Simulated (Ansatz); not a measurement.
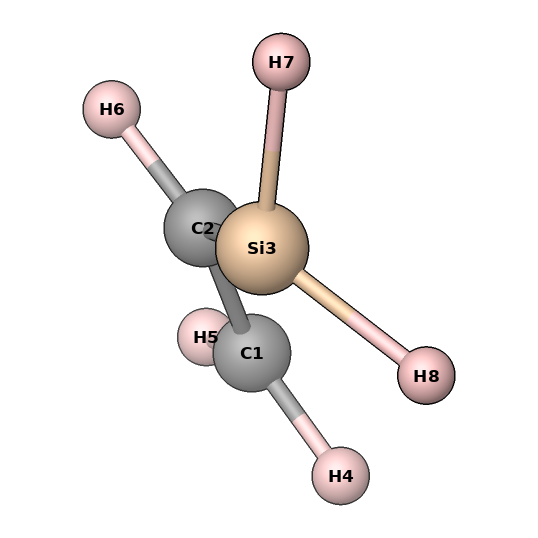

C2 lies behind Si3. The molecule seen a little off the Si3–C2 bond, Si3 in front. Atoms fade into the background with distance from the viewer. Charge 0, doublet. The geometry was computed by an optimisation with PBE-D4/def2-SVP. No frequency run is at hand to confirm it as a minimum.

### What is the torsion angle H7–Si3–C2–C1? The sign is positive where the front bond must turn clockwise to cover the back bond.

151°, antiperiplanar (anti).
